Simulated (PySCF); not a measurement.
**CClF$_{3}$, SMILES `FC(F)(F)Cl`: what the electrons do**

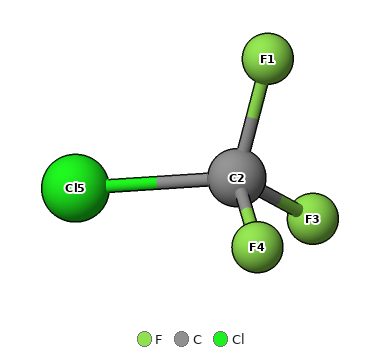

The molecule, with its atoms numbered as below. No frequency check shows the geometry to be a minimum.

Geometry (Å), atoms numbered from 1:

```
F1       0.8189   -0.6470    1.0543
C2       0.3510    0.0000    0.0000
F3       0.8185    1.2367    0.0330
F4       0.8181   -0.5897   -1.0877
Cl5     -1.4238    0.0000    0.0002
```

## 1. Bonding charge

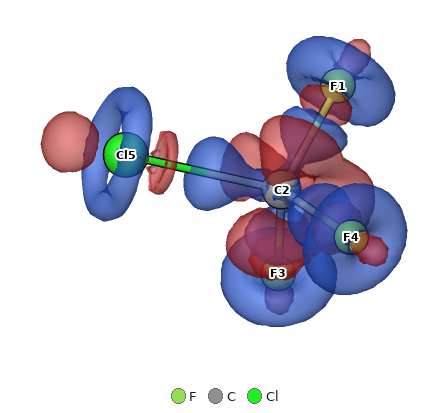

Deformation density (molecule less spherical, spin-averaged free atoms at the same positions), surfaces at ±0.12 e/Å³; blue: gain, red: loss.

Computed with PySCF, ωB97X/def2-TZVP, geometry: GFN2-xTB.

Describe the bonding that the map shows.

Answer. C2–Cl5: +0.33 e/Å³ at the bond critical point (bond length 1.77 Å, Mayer order 1.2). F1–C2, C2–F3 and C2–F4: +0.23 e/Å³ at the bond critical point (bond length 1.32 Å, Mayer order 1.2). In all, 1.1 electrons gather in the regions of gain relative to the promolecule.

## 2. Bond critical points

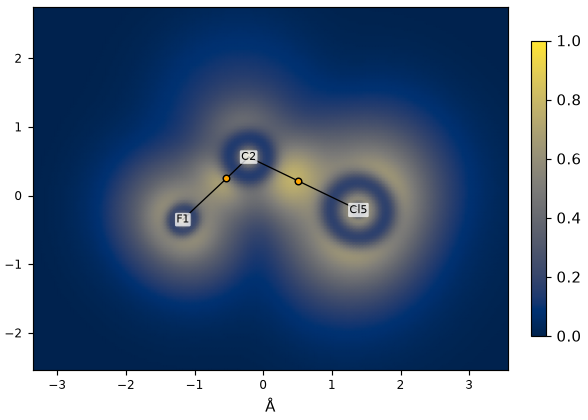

Localised orbital locator (LOL) in the plane of F1, C2 and Cl5, with bond paths and bond critical points (dots).

What values does LOL take at the bond critical points in this plane?

Answer. C2–Cl5: about 0.76; F1–C2: about 0.52. Values above 0.5 mark slow, localised electrons, as in shared pairs; low values at a critical point mark a polar or closed-shell contact whose critical point lies between the shells.

Where along F1–C2 does the critical point lie?

Answer. 0.87 Å from F1 and 0.45 Å from C2.

## 3. Local ionisation energy

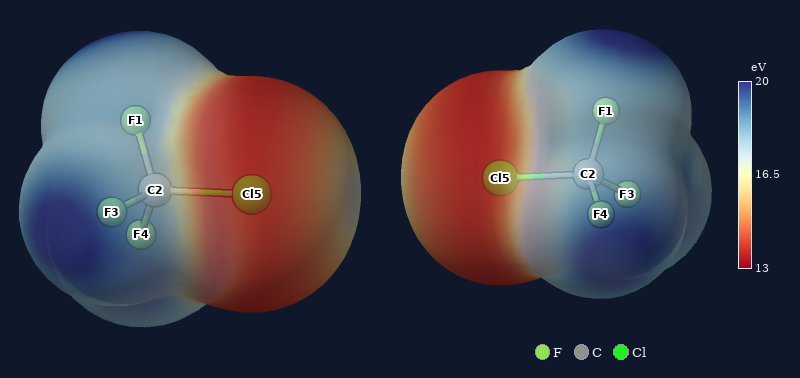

Average local ionisation energy on the surface of electron density 0.001 a.u. (back view left, front view right).

Where are the most loosely bound electrons on this surface?

Answer. The lowest value is 13.6 eV, 2.1 Å from Cl5, and at like points elsewhere. Further minima include 17.5 eV, 1.7 Å from F3, and at like points elsewhere. For comparison, the highest occupied orbital lies at −12.6 eV.

What volume does the surface enclose, and what is the dipole moment?

Answer. About 79 Å³; the dipole moment is 0.4 D.

## 4. In an electric field

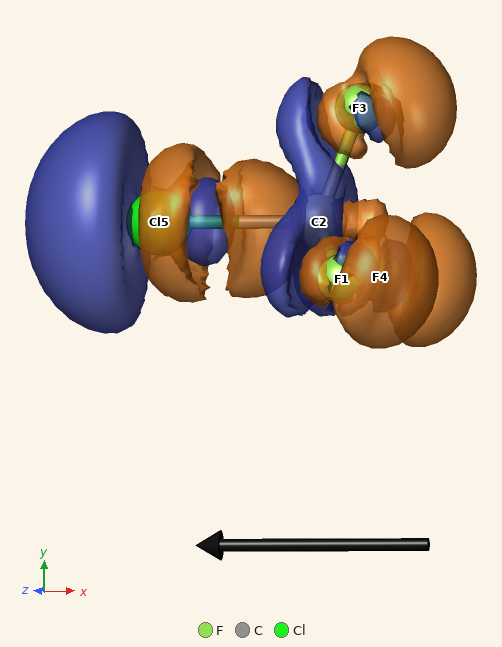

Change of the electron density in a uniform field of 0.21 V/Å along −x (arrow), surfaces at ±0.0015 e/Å³ (orange: gain, blue: loss).

Computed with PySCF, ωB97X/def2-TZVP, geometry: GFN2-xTB. A basis without diffuse functions makes polarisabilities too small.

The field was applied in both directions; the picture shows the one opposite to the script's first.

What dipole is induced, and what polarisability does it imply?

Answer. The induced dipole is 0.33 D (along the field); α along this axis, from the fields in both directions, is 33 bohr³ (4.9 Å³).

The PySCF runs shown took 9.7 s and 21 s on 1 thread of Intel(R) Xeon(R) Platinum 8488C (Sapphire Rapids), with other jobs on the host.
